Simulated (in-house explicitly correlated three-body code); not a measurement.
Two electrons around a point charge Z = 3.34. Computed variationally in 260 exponentially correlated functions with an in-house code, non-relativistic, converged to about 10⁻⁷ hartree. Wanted, and plotted below: the exact exchange and correlation potentials of the ground state, from inverting its density, with the radial density dashed.

The exchange potential, minus half the Hartree potential for two paired electrons, rises from −2.96 hartree at 0.063 bohr to −0.65 at 1.5 bohr, tending to −1/r far out. The correlation potential is −0.040 hartree at the inner end, crosses zero near 0.18 bohr and has a positive maximum of 0.024 hartree near 0.39 bohr; the density peaks at 0.32 bohr. The LDA correlation potential, by contrast, is negative everywhere. The Kohn-Sham level equals minus the binding of the second electron, −99.2 eV.

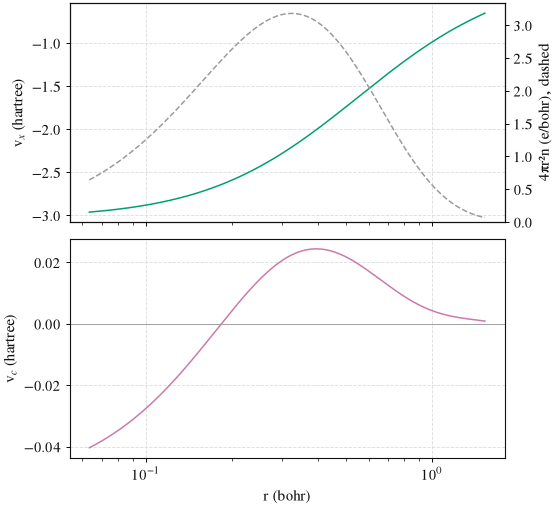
